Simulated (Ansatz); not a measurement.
## Electronic structure of CH$_{5}$BFGeNO in real space

The calculation's input:

```
crystal:
  periodic: [false, false, false]
  atoms:
    - { symbol: "N", position_ang: [-2.309, -0.085, 0.4391] }
    - { symbol: B, position_ang: [-1.3204, 0.4823, -0.5476] }
    - { symbol: O, position_ang: [-0.4728, 1.5769, -0.9567] }
    - { symbol: Ge, position_ang: [0.7364, 0.2506, -1.1806] }
    - { symbol: C, position_ang: [1.6941, -0.2759, 0.3748] }
    - { symbol: F, position_ang: [1.1275, -1.3728, 0.9707] }
    - { symbol: H, position_ang: [-1.8818, -0.8203, 0.9578] }
    - { symbol: H, position_ang: [-2.5007, 0.7417, 1.1083] }
    - { symbol: H, position_ang: [0.5741, -0.6279, -2.4039] }
    - { symbol: H, position_ang: [2.7377, -0.4935, 0.1149] }
    - { symbol: H, position_ang: [1.6802, 0.5669, 1.1437] }
basis:
  gaussian: { orbitals: def2-SVP }
hamiltonian:
  xc: pbe
relax:
  f_tol: 0.02
  max_steps: 50
output:
  orbitals: {}
```

Launched as:

```sh
ansatz run input.yaml --threads 2 --pin off --max-ram 3072MiB --backend cpu --events-out ev --progress --plain --runs-dir out
```

The fields are those of the run's last geometry, not of the input's.

Level of theory: RKS PBE/def2-SVP (Ansatz).

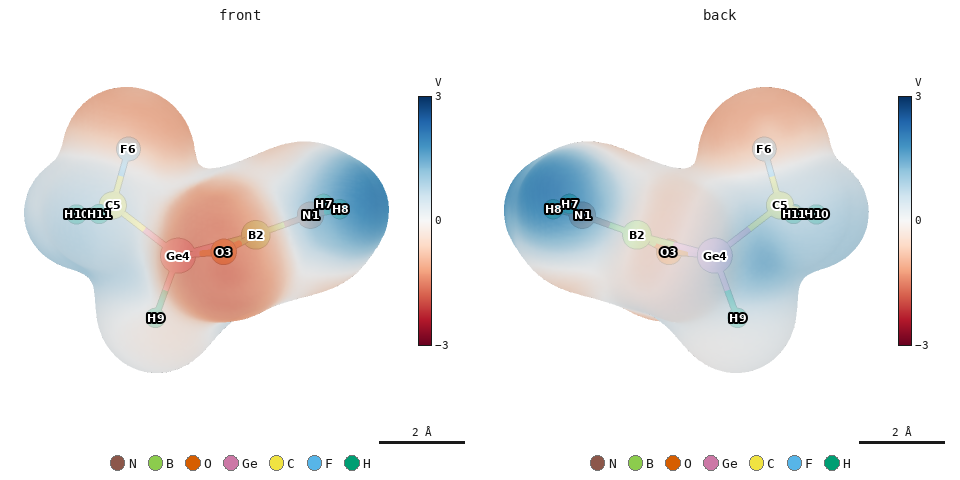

Figure 1. The electrostatic potential painted on the density surface at 0.002 e/bohr³, seen from the front and from behind; red is negative and blue positive.

### Where is the surface potential most negative and most positive?

The most negative region (about −1.6 V) lies over O3, the most positive (about +2.0 V) over H7 and H8. O3 is the likeliest acceptor of a hydrogen bond.

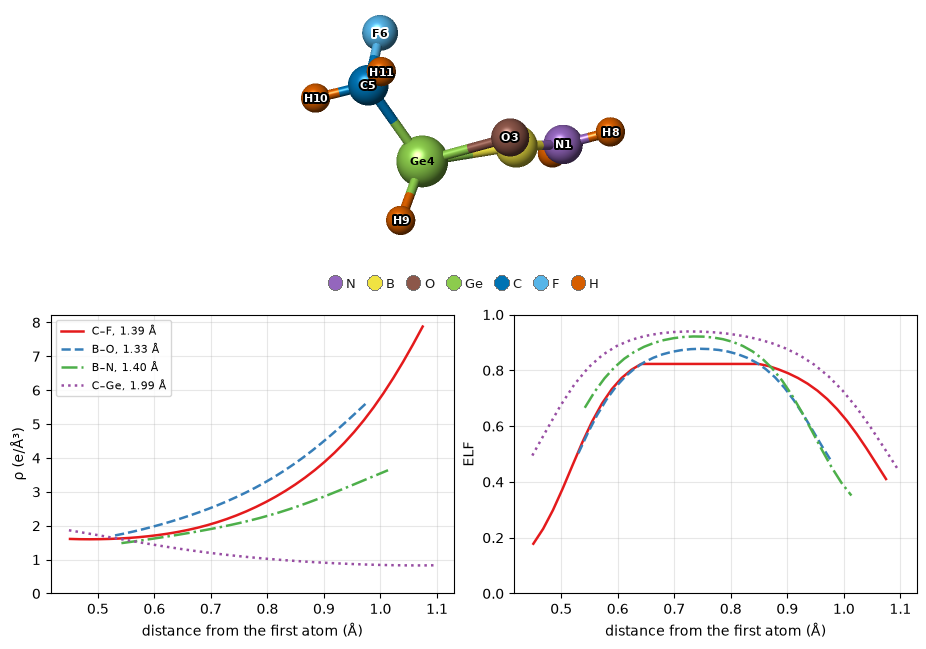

Figure 2. Total electron density and electron localisation function along straight lines between neighbouring atoms. The curves leave out the atomic cores. The structure is drawn too.

### Compare the contacts.

C–F (1.39 Å): the density is about 2 e/Å³ at the midpoint, with its minimum of 1.6 e/Å³ about 0.5 Å from C; the ELF peaks at about 0.80 between the atoms (a polar covalent bond).
B–O (1.33 Å): ρ at the midpoint is about 2.3 e/Å³; the ELF peaks at about 0.90 between the atoms; a polar covalent bond.
B–N (1.40 Å): the density is about 1.9 e/Å³ at the midpoint; the ELF peaks at about 0.90 between the atoms, as expected for a polar covalent bond.
C–Ge (1.99 Å): the density is about 0.84 e/Å³ at the midpoint; the ELF peaks at about 0.95 in the valence shell of C, 0.7 Å from its nucleus, and is about 0.75 at the midpoint.

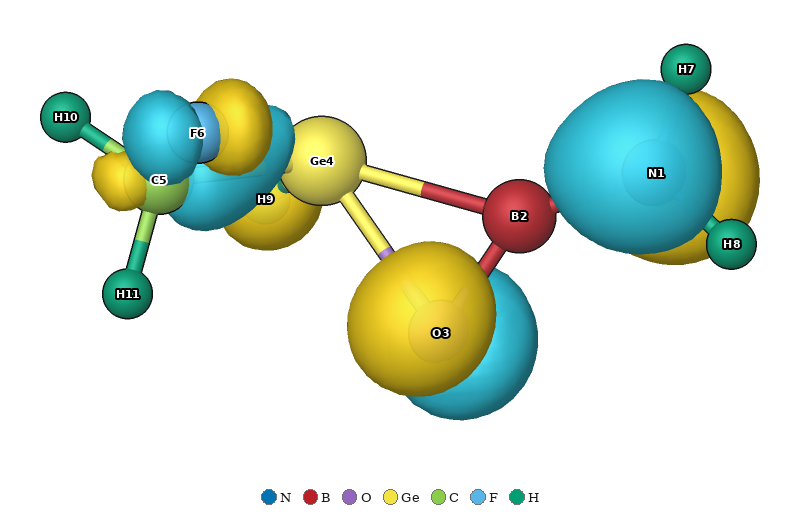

Figure 3. The HOMO−1 at ±0.15 Å⁻³ᐟ² (yellow and cyan are the two phases), seen from one side.

### Where does this orbital lie, and at what energy?

By Hirshfeld shares it lies mainly on N1 (about 35 %), O3 (about 30 %), Ge4 (about 5 %) and F6 (about 5 %); largely a combination of lone pairs on N1, O3 and F6. Its energy is −6.31 eV.
